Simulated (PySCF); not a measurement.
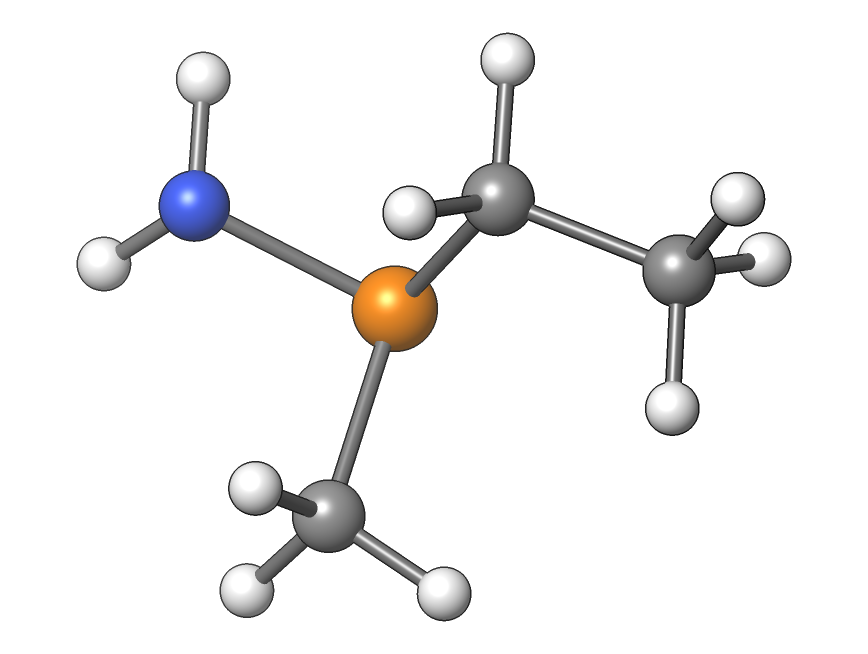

Every bond is drawn as one stick, whatever its order. Colours: carbon grey, phosphorus orange, nitrogen blue, hydrogen white.

Computed geometry: GFN2-xTB optimisation. No frequency run is at hand to confirm it as a minimum.

Count the atoms of each element.

Answer. C₃H₁₀NP, 15 atoms: 3 carbon, 10 hydrogen, 1 nitrogen and 1 phosphorus.

Which point group does it belong to?

Answer. C1.

The parts below concern this one geometry. Atoms keep their numbers from picture to picture.

## Shape

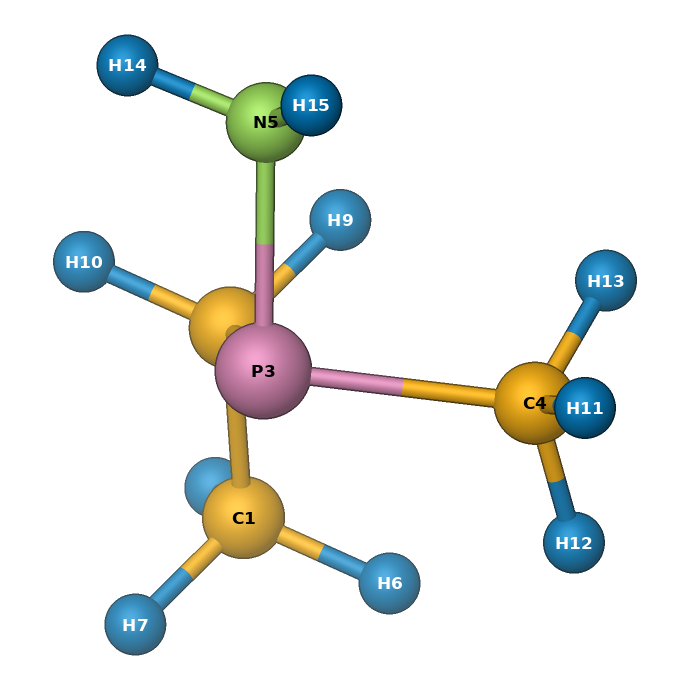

C2 lies behind P3. The molecule seen nearly along the P3–C2 bond, P3 in front. Depth is shown by fading: the farther an atom, the more it takes the colour of the background. No frequency run is at hand to confirm it as a minimum.

What is the torsion angle N5–P3–C2–C1? The sign is positive where the front bond must turn clockwise to cover the back bond.

Answer. 173°, antiperiplanar (anti).

## Dipole moment

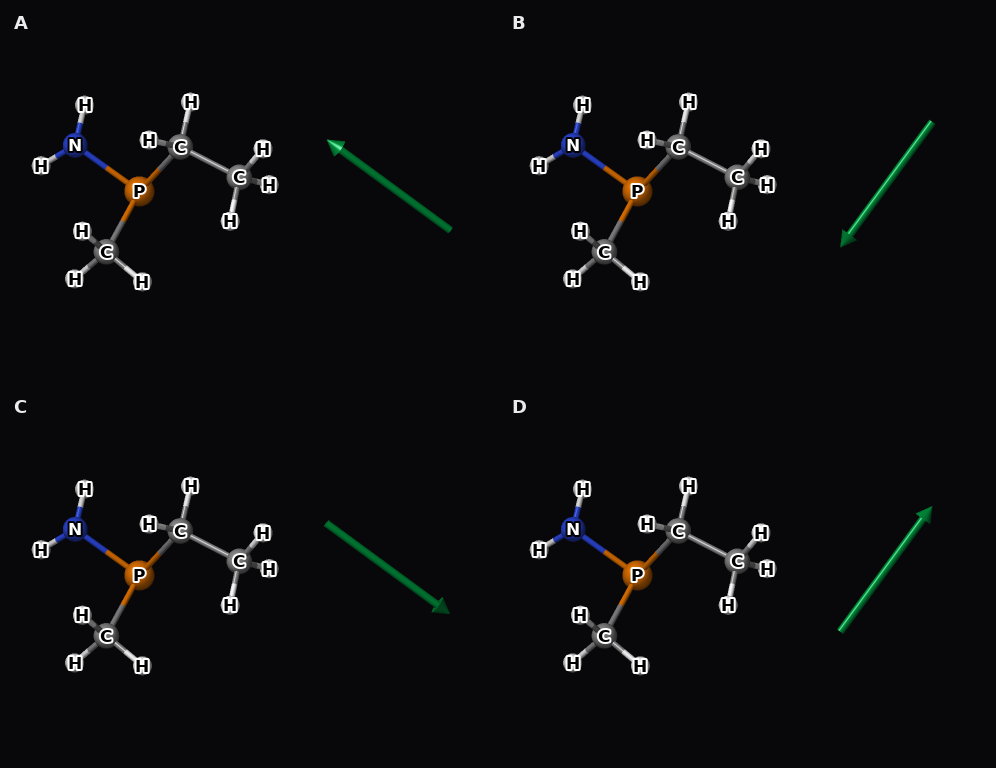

The same molecule four times, each with an arrow. No frequency run is at hand to confirm it as a minimum. Level of theory: ωB97X-D/def2-SVPD, gas phase (PySCF 2.14.0).

Which arrow points along the dipole moment, from the negative to the positive end?

Answer. A. The dipole moment is 0.49 D.

## Excitation

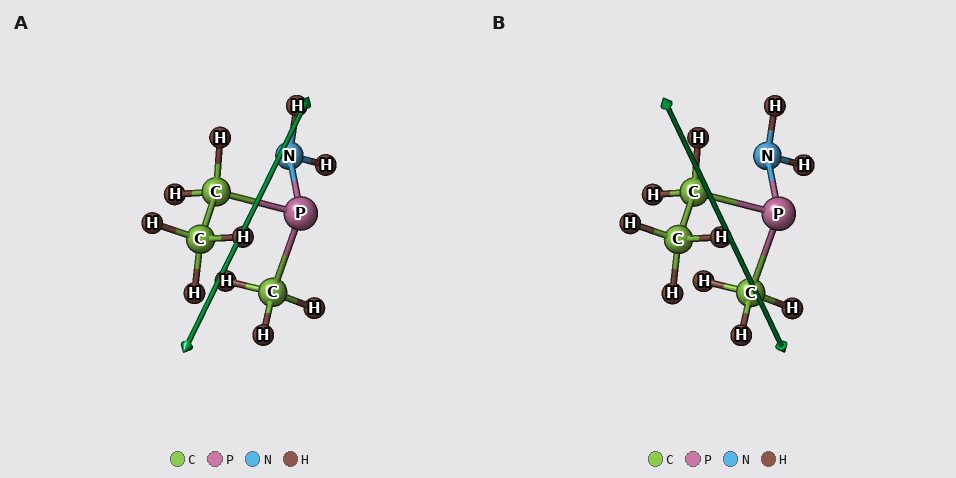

The double arrows show the directions of two transition dipoles from the ground state (lengths mean nothing). No frequency run is at hand to confirm it as a minimum. Properties computed with TDDFT ωB97X-D/def2-SVPD, vertical, gas phase, core orbitals frozen in the response (PySCF 2.14.0).

One belongs to singlet state 2 and one to singlet state 3. Which is which?

Answer. A: state 3, 6.33 eV (196 nm), oscillator strength 0.031, mainly HOMO → LUMO+1 (weight 0.74).
B: state 2, 6.13 eV (202 nm), oscillator strength 0.10, mainly HOMO → LUMO+2 (weight 0.83).

## Polarisability

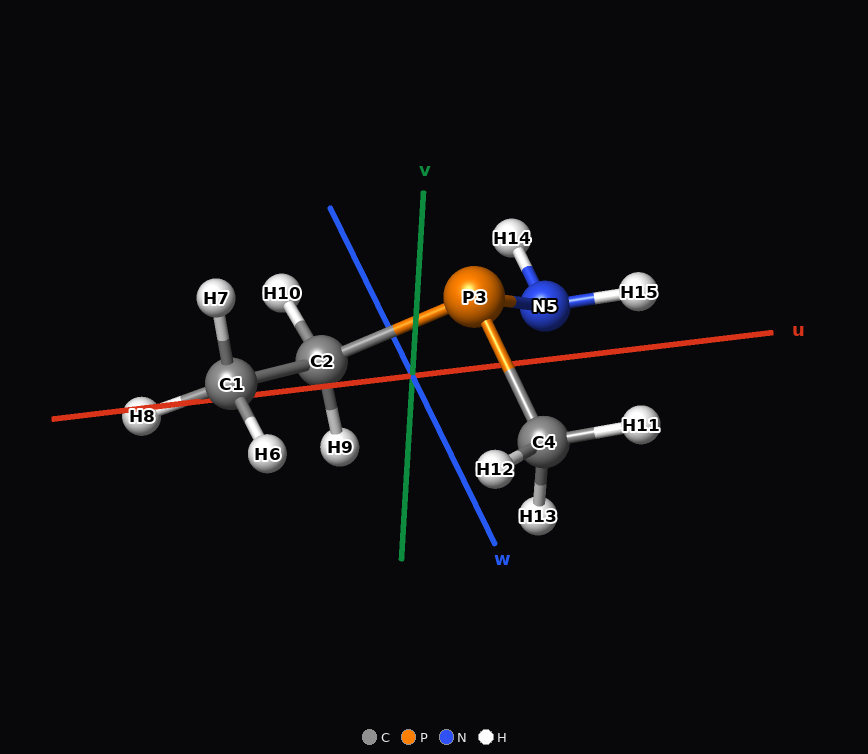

The lines u, v and w are the principal axes of the static dipole polarisability. No frequency run is at hand to confirm it as a minimum. Level of theory: ωB97X-D/def2-SVPD (PySCF 2.14.0).

Along which axis is the molecule most polarisable, and along which least?

Answer. Most along u (close to the long direction C1···N5), least along v.

Give the three principal values.

Answer. u 80.9, v 65.2, w 73.5 bohr³; mean 73.2, anisotropy 13.6 bohr³.

The geometry is semi-empirical. Around P such bond lengths and angles can be off by a tenth of an ångström or more and by several degrees, and values that hang on the shape move with them.
